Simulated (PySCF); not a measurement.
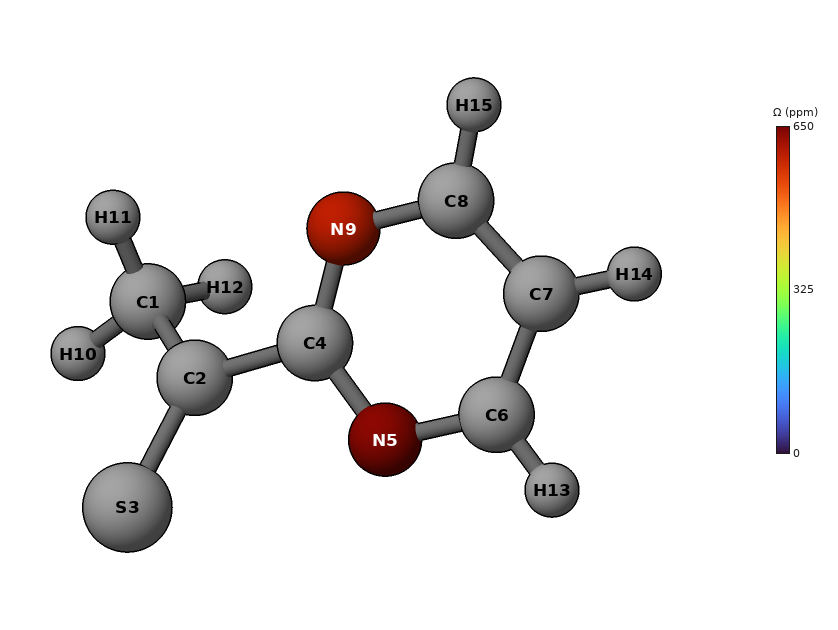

The N atoms are coloured by the span of their shielding tensor. Geometry: a frame of a GFN2-xTB molecular-dynamics simulation, not a minimum. Method: GIAO PBE0/pcSseg-1 NMR shielding, non-relativistic, gas phase (PySCF 2.14.0). Principal shieldings σ11 ≤ σ22 ≤ σ33, span Ω = σ33 − σ11, skew κ = 3(σiso − σ22)/Ω.

Give the shielding tensors of the N atoms.

| atom | σ11 | σ22 | σ33 | σiso | Ω | κ |
| --- | --- | --- | --- | --- | --- | --- |
| N5 | −347.6 | −135.1 | 289.9 | −64.3 | 637.5 | 0.33 |
| N9 | −288.9 | −112.9 | 305.8 | −32.0 | 594.7 | 0.41 |

Shieldings and span in ppm.
